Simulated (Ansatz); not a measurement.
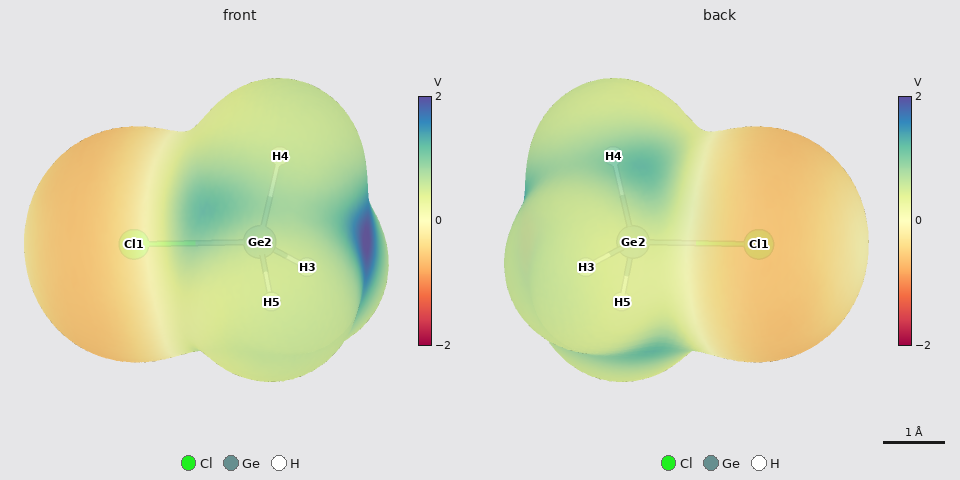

The picture shows: ClGeH$_{3}$. The molecular electrostatic potential painted on the density surface at 0.002 e/bohr³, seen from the front and from behind; red is negative and blue positive.

Geometry: r2SCAN-D4/def2-TZVP.

Method: isolated molecule in a Gaussian basis; Kohn-Sham density functional theory, functional PBE0 (Ansatz).

```xyz
5

Cl    0.3717   -2.4757    1.8803
Ge   -1.2841   -1.0946    1.8451
H    -2.4852   -1.8169    2.4557
H    -0.8730    0.1215    2.6753
H    -1.5299   -0.7245    0.3823
```

Question: Where is the surface potential most negative and most positive?

Answer: The most negative region (about −0.6 V) lies over Cl1, the most positive (about +1.9 V) over Ge2.
